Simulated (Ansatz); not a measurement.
```
Sc Al N
1.0
     5.09151    0.00000    0.00000
    -2.54575    4.40938    0.00000
     0.00000    0.00000    5.13993
Sc Al N
1 4 1
Direct
  0.00000 0.00000 0.00000
  0.33333 0.66667 0.00000
  0.66803 0.83402 0.50000
  0.16598 0.83402 0.50000
  0.16598 0.33197 0.50000
  0.66667 0.33333 0.00000
```

Space group P-6m2; a structure generated by program, which may or may not match a known phase; spin-polarised.

Level of theory: DFT PBE, scalar-relativistic, plane waves, PAW in Ansatz.

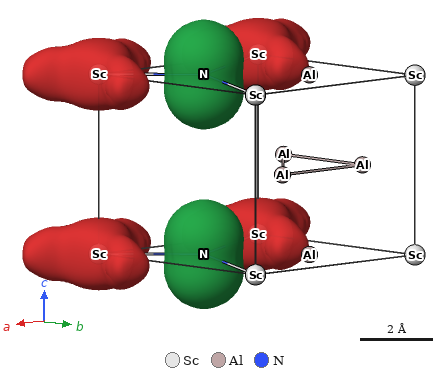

ScAl₄N. Isosurfaces of the spin density (up minus down) at +0.01 (green) and −0.01 e/Å³ (red), seen at an oblique angle. Sticks mark near contacts.

Question: Where is the spin, and how is it ordered?

Answer: The spin density sits on N: +0.9 μB in one cell of 6 atoms, with smaller moments on other sites: Sc (up to −0.16 μB): parallel moments on the main sites in this solution. The cell of the calculation (6 atoms) carries 0.5 μB of net spin moment.
